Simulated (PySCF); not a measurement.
**Co₂F⁺: relaxation and vibrations of the singlet**

Aim: relax Co₂F⁺ as a singlet from a linear start, check by its vibrations whether the end is a minimum, and collect its spectrum and constants.

Computed with PySCF 2.14.0. Level: PBE0, basis F def2-TZVP, Co def2-TZVP, no relativity, density fitting.

### Step 1. The starting structure

3 atoms, charge 1, spin multiplicity 1.

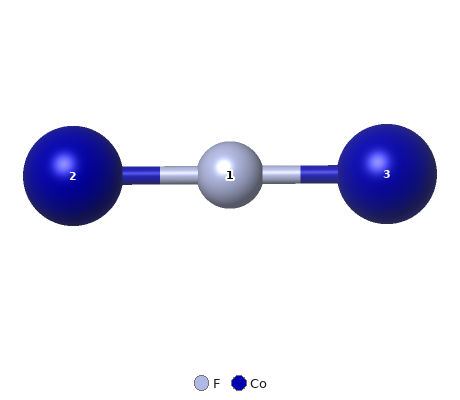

As it starts; fluorine light blue, cobalt blue; atoms are numbered from 1 in the order of the file.

```xyz
3
charge 1 multiplicity 1
F     0.0000    0.0000    0.0000
Co    0.0000    0.0000    1.7150
Co    0.0000    0.0000   -1.7150
```

### Step 2. Relaxing the singlet from the linear start

The steps below are one call of a driver around PySCF. For each, scf.py gives the equivalent set-up of the SCF; relaxations use the driver's own optimiser. Before each start the driver seeks the lowest SCF state from one or more starting densities and follows internal instabilities, so scf.py alone need not reach the same state.

The program finds D∞h symmetry in the start, which this walk keeps. Threshold on the gradient: 0.0003 Eh/bohr, with a further test on the energy change.

scf.py reads:

```python
from pyscf import gto, scf, dft
mol = gto.M(atom='''
F      0.000000     0.000000     0.000000
Co     0.000000     0.000000     1.715000
Co     0.000000     0.000000    -1.715000''',
    basis={'F': 'def2-TZVP', 'Co': 'def2-TZVP'},
    charge=1, spin=0)
mf = dft.RKS(mol, xc='PBE0')
mf.grids.atom_grid = (50, 194)
aux = {'F': 'def2-universal-JKFIT', 'Co': 'def2-universal-JKFIT'}
mf = mf.density_fit(auxbasis=aux)
mf.kernel()
```

Steps of the walk:

```tsv
step	energy (Eh)	change (kJ/mol)	largest symmetric gradient (Eh/bohr)
0	-2864.449106	0.00	0.05749
1	-2864.459592	-27.53	0.02155
2	-2864.461780	-33.28	0.00615
3	-2864.462008	-33.87	0.00102
4	-2864.462015	-33.89	0.00006
```

The walk ran for 12 s (4 threads, shared host).

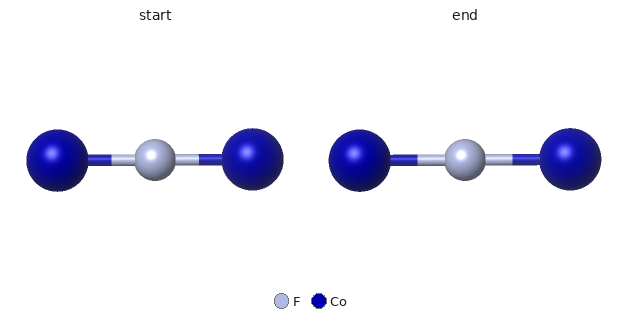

The geometry along the walk, at one scale.

It settles in D∞h symmetry, 33.9 kJ/mol below the start, after 4 steps: F–Co 1.851 Å (×2); Co–F–Co 180.0°.

### Step 3. Frequencies

The point is checked on the finer grid, and tightened if its gradient asks for it. The Hessian and the dipole derivatives come from central differences of analytic gradients, with steps of 0.01 bohr.

scf.py: that of step 2 with these lines changed.

```diff
@@ -3,3 +3,3 @@
-F      0.000000     0.000000     0.000000
-Co     0.000000     0.000000     1.715000
-Co     0.000000     0.000000    -1.715000''',
+F      0.000000    -0.000000    -0.000000
+Co    -0.000000    -0.000000     1.851285
+Co     0.000000     0.000000    -1.851285''',
@@ -9 +9 @@
-mf.grids.atom_grid = (50, 194)
+mf.grids.atom_grid = (75, 302)
```

The driver hands on the density of the step before, so the log starts near convergence.

Log of the central SCF (cycles and frontier levels):

```text
init E= -2864.46186612399
  HOMO = -0.379070289001594  LUMO = -0.270600388101059  gap/eV = 2.95162
cycle= 1 E= -2864.461866124  delta_E= -4.55e-12  |g|= 2.67e-06  |ddm|= 1.38e-06
  HOMO = -0.379069803513174  LUMO = -0.270600194064564  gap/eV = 2.95161
Extra cycle  E= -2864.46186612399  delta_E= 1.09e-11  |g|= 5.86e-06  |ddm|= 2.52e-06
converged SCF energy = -2864.46186612399
```

The whole step took 25 s.

Geometry: D∞h; F–Co 1.851 Å (×2); Co–F–Co 180.0°.

Modes, for the most abundant isotopes:

```json
{"symmetry": "πu", "ω (cm⁻¹)": "57i", "IR (km/mol)": "49.6"}
{"symmetry": "σg+", "ω (cm⁻¹)": "258", "IR (km/mol)": "0.0"}
{"symmetry": "σu+", "ω (cm⁻¹)": "650", "IR (km/mol)": "199"}
```

With 2 modes imaginary (up to 57i cm⁻¹) this point is a saddle.

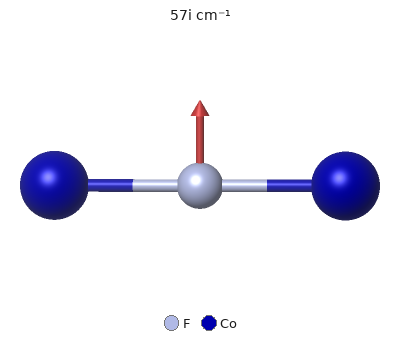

The imaginary mode, as arrows.

Constants and moments:

| Item | Value |
| --- | --- |
| Dipole moment about the centre of mass | 0.00 D |
| Highest occupied level | -10.32 eV |
| Lowest empty level | -7.36 eV |
| Rotational constants | 0.04173 cm⁻¹ |
| Zero-point energy (real modes) | 5.4 kJ/mol |
| Principal polarisabilities | 21.6, 21.6, 27.9 bohr³ |
| Principal traceless quadrupole moments about the centre of mass | -15.03, -15.03, 30.06 D Å |

Charges (e) and bond orders:

```tsv
atom	Mulliken	Löwdin	polar tensor	Mayer order to F1
F1	-0.60	-0.19	-0.90	–
Co2,3	0.80	0.59	0.95	0.34
```

Mulliken populations on F1: s 3.95, p 5.65, d 0.01, f 0.00.

### Step 4. Following the imaginary mode

The start is the last point, displaced along its most imaginary mode.

The program finds C2v symmetry in the start, which this walk keeps.

scf.py: that of step 3 with these lines changed.

```diff
@@ -3,3 +3,3 @@
-F      0.000000    -0.000000    -0.000000
-Co    -0.000000    -0.000000     1.851285
-Co     0.000000     0.000000    -1.851285''',
+F     -0.025987    -0.248646     0.000000
+Co     0.004189     0.040078     1.851285
+Co     0.004189     0.040078    -1.851285''',
@@ -9 +9 @@
-mf.grids.atom_grid = (75, 302)
+mf.grids.atom_grid = (50, 194)
```

Energy and gradient, step by step:

```tsv
step	energy (Eh)	change (kJ/mol)	largest symmetric gradient (Eh/bohr)
0	-2864.461991	0.00	0.00641
1	-2864.462211	-0.58	0.00351
2	-2864.462302	-0.82	0.00061
3	-2864.462308	-0.83	0.00051
4	-2864.462352	-0.95	0.00069
5	-2864.462377	-1.01	0.00183
6	-2864.462394	-1.06	0.00060
7	-2864.462401	-1.08	0.00011
8	-2864.462402	-1.08	0.00002
```

The walk took 24 s.

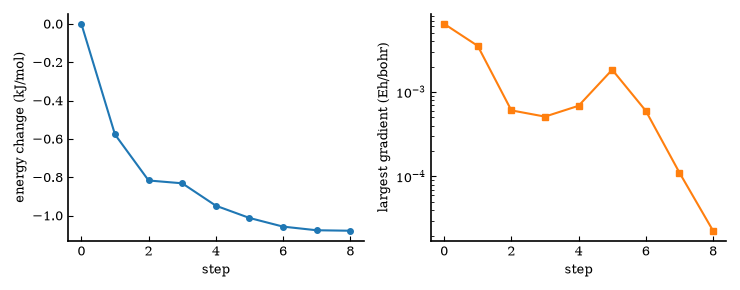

How energy and gradient fall.

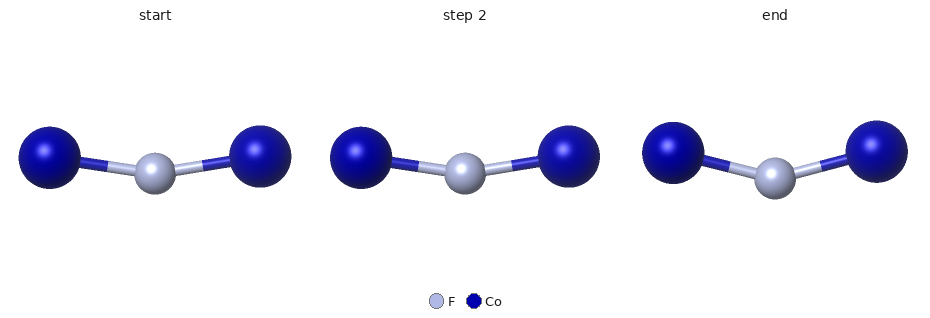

Start and end of the relaxation, with a step between.

End point (C2v, 8 steps, 1.1 kJ/mol gained): F–Co 1.848 Å (×2); Co–F–Co 151.1°.

### Step 5. Hessian and properties

As before: finer grid, then central differences.

scf.py: that of step 4 with these lines changed.

```diff
@@ -3,3 +3,3 @@
-F     -0.025987    -0.248646     0.000000
-Co     0.004189     0.040078     1.851285
-Co     0.004189     0.040078    -1.851285''',
+F     -0.038742    -0.370684     0.000000
+Co     0.005384     0.051514     1.798191
+Co     0.005384     0.051514    -1.798191''',
@@ -9 +9 @@
-mf.grids.atom_grid = (50, 194)
+mf.grids.atom_grid = (75, 302)
```

SCF at the final geometry:

```text
init E= -2864.46223353463
  HOMO = -0.380558924296491  LUMO = -0.273695880293337  gap/eV = 2.90789
cycle= 1 E= -2864.46223353464  delta_E= -3.64e-12  |g|= 2.58e-06  |ddm|= 9.33e-06
  HOMO = -0.380558557161749  LUMO = -0.27369573574862  gap/eV = 2.90789
Extra cycle  E= -2864.46223353464  delta_E= -6.82e-12  |g|= 4.06e-06  |ddm|= 7.63e-06
converged SCF energy = -2864.46223353464
```

The whole step took 49 s.

Geometry: C2v; F–Co 1.848 Å (×2); Co–F–Co 153.4°.

Modes, for the most abundant isotopes:

```tsv
symmetry	ω (cm⁻¹)	IR (km/mol)
a1	69	15.0
a1	305	10.7
b2	635	163
```

Every mode is real; the point is a minimum.

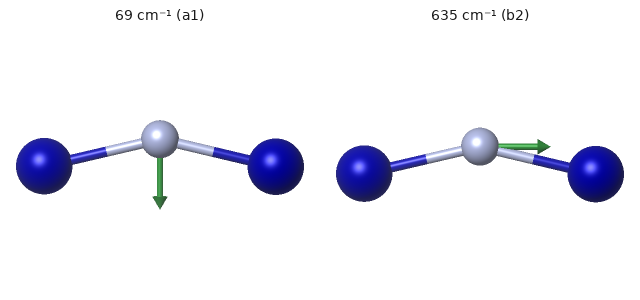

Displacements of 2 of the modes, as arrows (one member where a mode is degenerate).

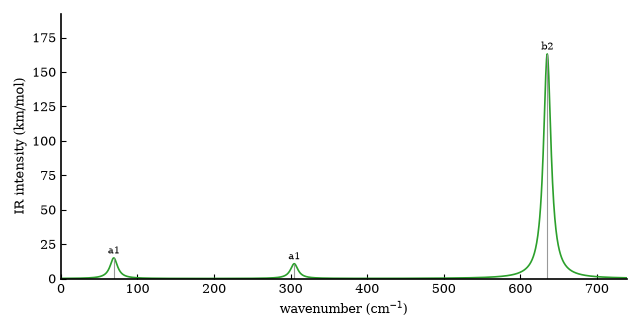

The harmonic infrared spectrum (widths in cm⁻¹). Lines are broadened to a width of 12 cm⁻¹ (Lorentzian).

Properties at this point:

| Property | Result |
| --- | --- |
| Dipole moment about the centre of mass | 1.30 D |
| Highest occupied level | -10.36 eV |
| Lowest empty level | -7.45 eV |
| Rotational constants | 5.718, 0.04423, 0.04389 cm⁻¹ |
| Zero-point energy | 6.0 kJ/mol |
| Principal polarisabilities | 21.5, 21.8, 31.1 bohr³ |
| Principal traceless quadrupole moments about the centre of mass | -14.41, -14.02, 28.43 D Å |
| Entropy at 298.15 K and 1 bar | 291.9 J/(mol K) |
| Heat capacity Cp at 298.15 K | 52.5 J/(mol K) |
| Enthalpy at 298.15 K above 0 K | 13.46 kJ/mol |
| Rotational symmetry number | 2 |

Charges (e) and bond orders:

| atom | Mulliken | Löwdin | polar tensor | Mayer order to F1 |
| --- | --- | --- | --- | --- |
| F1 | -0.58 | -0.18 | -0.84 | – |
| Co2,3 | 0.79 | 0.59 | 0.92 | 0.36 |

Mulliken populations on F1: s 3.95, p 5.62, d 0.01, f 0.00.

### Step 6. Would spin polarisation lower it?

At the lowest minimum the closed shell is tested against spin polarisation, on the (50, 194) grid. It is unstable: an open-shell solution lies lower. That solution was not followed to a minimum here.

### Step 7. All stationary points

| spin | group | bonds | imaginary modes (cm⁻¹) | ΔE (kJ/mol) | with zero-point energy |
| --- | --- | --- | --- | --- | --- |
| singlet | C2v | F–Co 1.848 Å (×2) | none | 0.0 | 0.0 |
| singlet | D∞h | F–Co 1.851 Å (×2) | 57i, 57i | 1.0 | – |

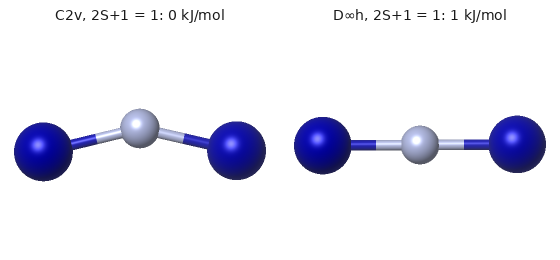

The points, lowest first (fluorine light blue, cobalt blue).

### Step 8. Results

| quantity | value |
| --- | --- |
| minimum | singlet, C2v (closed shell, unstable towards spin polarisation) |
| geometry | F–Co 1.848 Å (×2); Co–F–Co 153.4° |
| wavenumbers (cm⁻¹) | 69 (a1), 305 (a1), 635 (b2) |
| dipole moment (centre of mass) | 1.30 D |
| highest occupied, lowest empty level | -10.36, -7.45 eV |
| polar-tensor charge of F1 | -0.84 e |
| zero-point energy | 6.0 kJ/mol |

In words: The linear start (D∞h) ends in a minimum of C2v symmetry, after a stop at a second-order saddle point 1.0 kJ/mol higher, from which it was pushed off along an imaginary mode. In the infrared the band at 635 cm⁻¹ (b2) leads. Only this shape and spin were tried, so other structures or states may lie lower. The soft modes, below some 90 cm⁻¹, carry numerical noise of tens of cm⁻¹, and the entropy with them. A stability analysis at the minimum finds the closed shell unstable towards spin polarisation: an open-shell solution lies lower, and these values are not those of the lowest state.

The search up to here ran for 2.3 min (4 threads, shared host).
